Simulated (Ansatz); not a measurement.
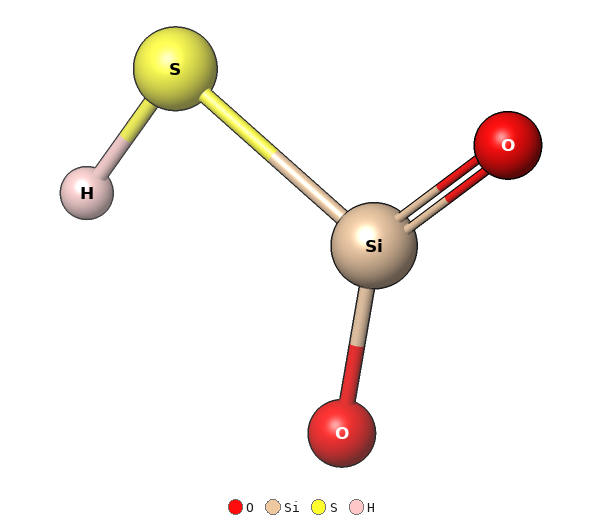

Orthographic view. Atoms fade into the background with distance from the viewer. The species has charge −1 and is a spin singlet. The geometry was computed by an optimisation with PBE0-D4/def2-TZVPD. No frequency run is at hand to confirm it as a minimum.

> Write the InChI string.

InChI=1S/HO2SSi/c1-4(2)3/h3H/q-1
